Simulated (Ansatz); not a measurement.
Take AlN in the wurtzite structure (space group P6_3mc, No. 186; a = 3.0888 Å, c = 4.9433 Å) as the base.

Modification: the cell is scaled by 1.0180 in all directions, atoms relaxed at fixed cell.

Level of theory: Ansatz (an electronic-structure program), LDA, PAW, cutoff 420 eV, no spin-orbit coupling.

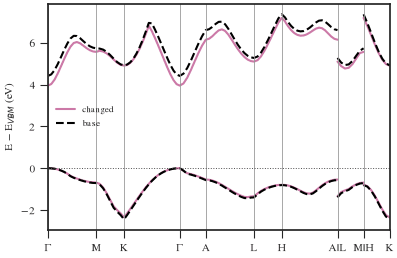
Figure: Highest valence and lowest conduction band along the path, each from its own valence-band maximum

The gap is 3.95 eV, direct at Γ; the base has 4.42 eV.

The cells carry an imposed strain or load. No phonon test of stability was made.
